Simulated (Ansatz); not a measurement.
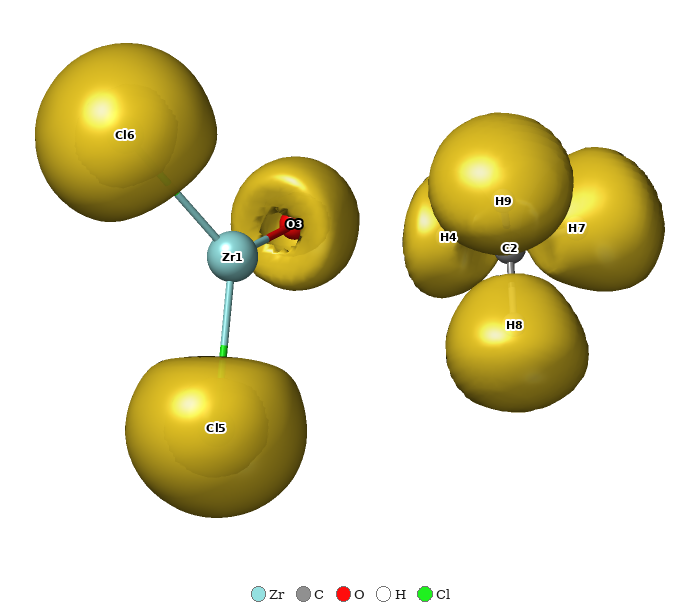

*Cl₂OZr···CH₄. Isosurface of the electron localisation function at 0.75 (yellow), seen across its widest extent. Core shells and regions of very low density are left out.*

Core potentials replace the inner electrons of Zr.

Method: Ansatz 0.2.0, RKS CAM-B3LYP-D4/def2-SVP.

```yaml
atoms:
  - { symbol: Zr, position_ang: [-0.7628, -1.8280, -0.4118] }
  - { symbol: C, position_ang: [0.7225, 1.5790, 0.3922] }
  - { symbol: O, position_ang: [-1.6922, -0.7189, 0.5362] }
  - { symbol: H, position_ang: [-0.1710, 0.9734, 0.5394] }
  - { symbol: Cl, position_ang: [-0.9617, -1.5051, -2.7694] }
  - { symbol: Cl, position_ang: [-0.2115, -3.8807, 0.6708] }
  - { symbol: H, position_ang: [0.6087, 2.5130, 0.9575] }
  - { symbol: H, position_ang: [0.8510, 1.8168, -0.6749] }
  - { symbol: H, position_ang: [1.6170, 1.0507, 0.7602] }
```

Q: What do the ELF domains correspond to?

A: The ELF exceeds this value in four regions around hydrogen nuclei, two regions wrapped around Cl (the valence shell of each) and one region wrapped around O (its valence shell). Profiles from the grid: Zr1···H4 (3.02 Å): the ELF dips to about 0.05 between them. Zr–O (1.73 Å): the ELF peaks at about 0.80 in the valence shell of O, 0.5 Å from its nucleus, and drops to about 0.40 between the two atoms.
